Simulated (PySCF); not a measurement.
# F$_{4}$P, charge +1, SMILES `F[P+](F)(F)F`: electronic structure

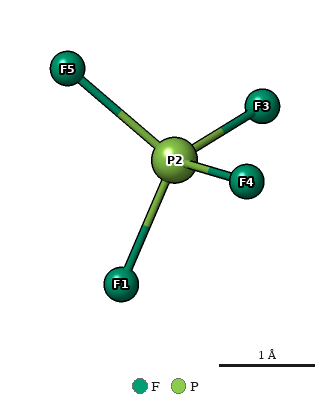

The molecule, with its atoms numbered as below. No frequency check shows the geometry to be a minimum.

Cartesian coordinates (Å):

```
F1      -0.6403   -1.0478   -0.8683
P2       0.0000    0.0000    0.0000
F3       0.6403    1.0478   -0.8683
F4       1.0478   -0.6403    0.8683
F5      -1.0478    0.6403    0.8683
```

Part 1: Bonding charge

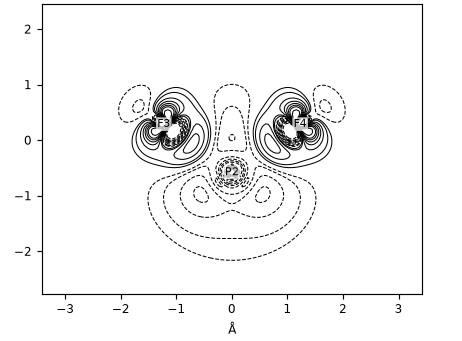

Deformation density (molecule less spherical, spin-averaged free atoms) in the plane of P2, F3 and F4; contours at ±0.05 to ±0.8 e/Å³; solid lines: gain, dashed lines: loss.

Level of theory: HF/def2-SVPD (PySCF), at a geometry from GFN2-xTB.

How much density has each bond in this plane gained at its critical point, relative to the free atoms?

Answer. P2–F3 and P2–F4: +0.06 e/Å³ at the bond critical point (bond length 1.50 Å); up to 0.6 Å beside the axis the gain reaches +0.36 e/Å³. In all, 1.1 electrons gather in the regions of gain relative to the promolecule of neutral atoms (the regions of loss give up this much and the cation's charge besides). A small or negative value marks a very polar bond, one between electron-rich atoms, whose free-atom densities already overlap strongly, a long bond to a heavier atom, or a closed-shell contact such as a hydrogen bond.

Where do the Hirshfeld charges lie?

Answer. The highest Hirshfeld charge is on P2 (+1.06 e), the lowest on F1, F3, F4 and F5 (−0.01 e).

```tsv
atom	charge (e)
F1	−0.01
P2	+1.06
F3	−0.01
F4	−0.01
F5	−0.01
```

Part 2: Bond critical points

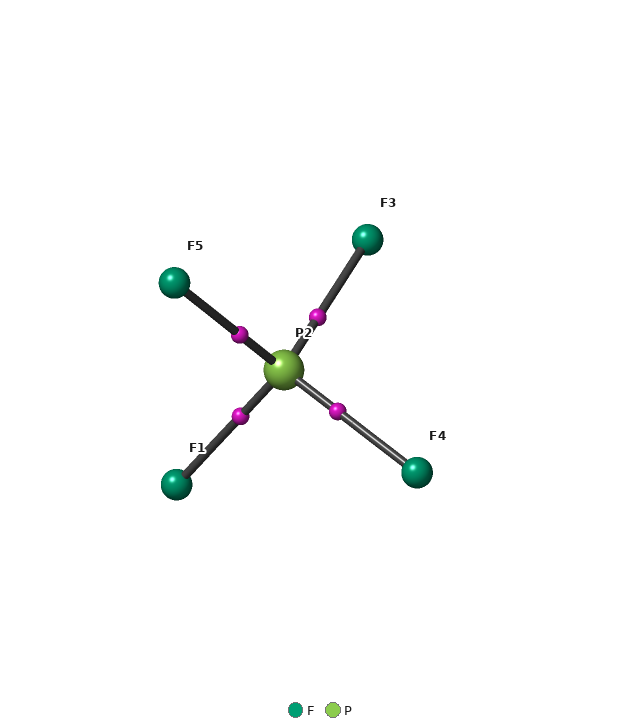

Molecular graph of the electron density (QTAIM): bond paths, bond critical points (magenta), ring points (cyan, if any); weak paths are dashed.

How many critical points of each kind are there, and does the count close?

Answer. 5 nuclei, 4 bond, 0 ring and 0 cage critical points: 5 − 4 + 0 − 0 = 1, as the Poincaré–Hopf relation requires.

Give the properties at the bond critical points.

Answer.
```tsv
bond	length (Å)	ρ (a.u.)	∇²ρ (a.u.)	ε	H (a.u.)
F1–P2 (4 alike)	1.504	0.186	+1.54	0.00	−0.070
```

What kind of interaction is F1–P2?

Answer. Polar or intermediate (positive Laplacian, negative energy density H): ρ = 0.186, ∇²ρ = +1.54, H = −0.070 a.u.

Part 3: Local ionisation energy

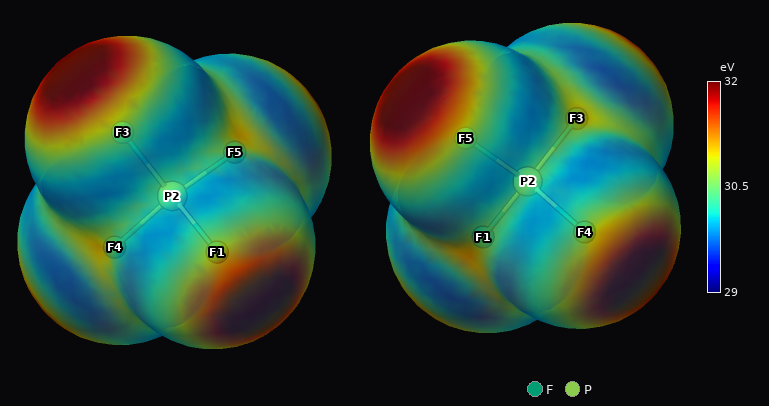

Average local ionisation energy on the surface of electron density 0.001 a.u. (back view left, front view right).

Locate the minima of the map.

Answer. The lowest value is 29.8 eV, 1.6 Å from F5, and at like points elsewhere. For comparison, the highest occupied orbital lies at −27.1 eV.

What volume does the surface enclose?

Answer. About 62 Å³.

Part 4: In an electric field

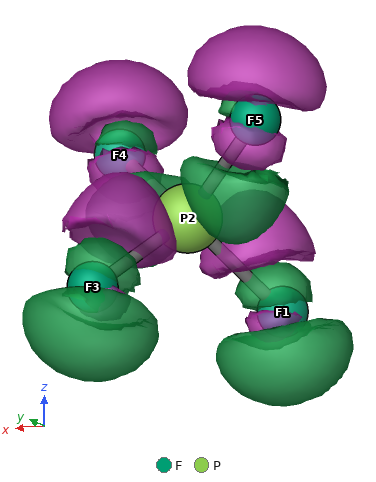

Change of the electron density in a uniform field of 0.10 V/Å, surfaces at ±0.0008 e/Å³ (green: gain, purple: loss).

PySCF calculation, CAM-B3LYP/6-31+G*, gas phase; geometry: GFN2-xTB. The basis has diffuse s and p functions alone, which still leaves polarisabilities too small, most of all across bonds.

The field was applied in both directions; the picture shows the one opposite to the script's first.

Along which Cartesian direction does the field point?

Answer. Along +z: electrons gather on the −z side, against the field.

How large is the response?

Answer. The induced dipole is 0.09 D (along the field); α along this axis, from the fields in both directions, is 19 bohr³ (2.8 Å³).

Part 5: Localised orbitals

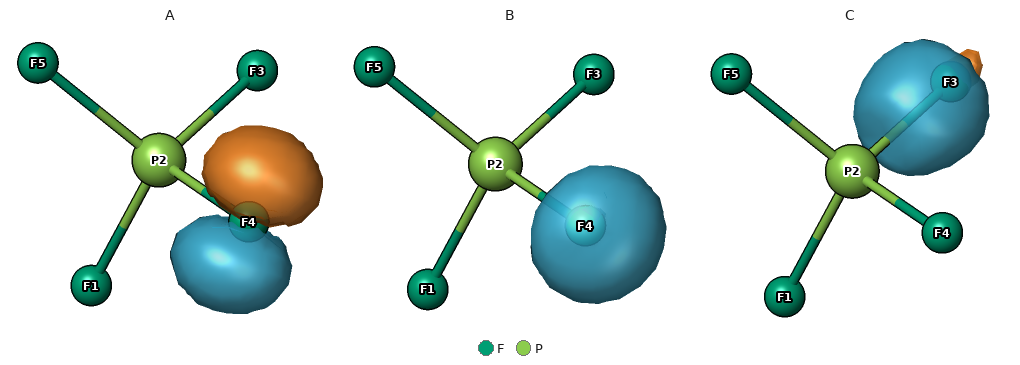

Pipek–Mezey orbitals, occupied; each surface holds about 70 % of the orbital's density. Energies are diagonal elements of the Fock matrix.

Computed with PySCF, PBE0/def2-SVP, geometry: GFN2-xTB.

What does each orbital represent in a Lewis picture?

Answer. By panel:
- A: lone pair on F4 (p-type) (F4 94 %, P2 5 %; −22.2 eV)
- B: lone pair on F4 (sp0.5-type) (F4 99 %; −32.5 eV)
- C: σ bond F3–P2 (F3 74 %, P2 26 %; −36.2 eV)
